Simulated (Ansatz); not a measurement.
**IrO2, pressure series**

The parent structure is IrO2 in the rutile structure (space group P4_2/mnm, No. 136).

IrO₂ is taken in the tetragonal space group P4₂/mnm (No. 136), the rutile structure, Pearson symbol tP6. Cell: a = 4.472 Å, b = 4.472 Å, c = 3.154 Å, α = 90.00°, β = 90.00°, γ = 90.00°. Ir on 2a sees 6 O at 1.953–1.987 Å (octahedral). O on 4f has 3 Ir at 1.953–1.987 Å (trigonal planar). (Neighbours: up to the widest gap in distance over summed covalent radii, below 1.35, at either atom; cation-cation and far metal-metal contacts left out.)

Cell and atoms are relaxed at each pressure.

Computed with PBEsol in Ansatz (plane waves to 420 eV, PAW, spin-orbit coupling left out), earlier PAW set.

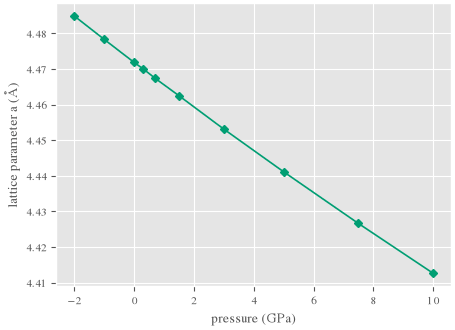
Lattice parameter a against pressure

| pressure (GPa) | lattice parameter a |
|---|---|
| -2 | 4.485 Å |
| -1 | 4.478 Å |
| 0.3 | 4.470 Å |
| 0.7 | 4.467 Å |
| 1.5 | 4.463 Å |
| 3 | 4.453 Å |
| 5 | 4.441 Å |
| 7.5 | 4.427 Å |
| 10 | 4.413 Å |

Load acts through the strain it causes; cell and atoms are relaxed under it. Whether these cells are dynamically stable was not tested. Competing high-pressure phases were not computed. No Hubbard U is applied, and correlation can decide whether such a compound is a metal. The final runs are not spin-polarised.

Ansatz is a first-principles code.
